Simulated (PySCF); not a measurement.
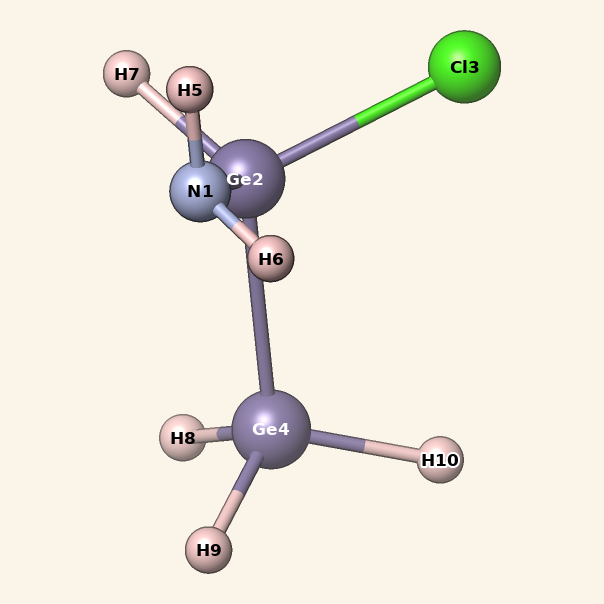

Ge2 lies behind N1. The molecule seen a little off the N1–Ge2 bond, N1 in front. Distant atoms are faded towards the background colour. Computed geometry: PBE0-D3(BJ)/def2-SVP optimisation. No frequency run is at hand to confirm it as a minimum.

What is the torsion angle H5–N1–Ge2–Ge4? The sign is positive where the front bond must turn clockwise to cover the back bond.

179°, antiperiplanar (anti).
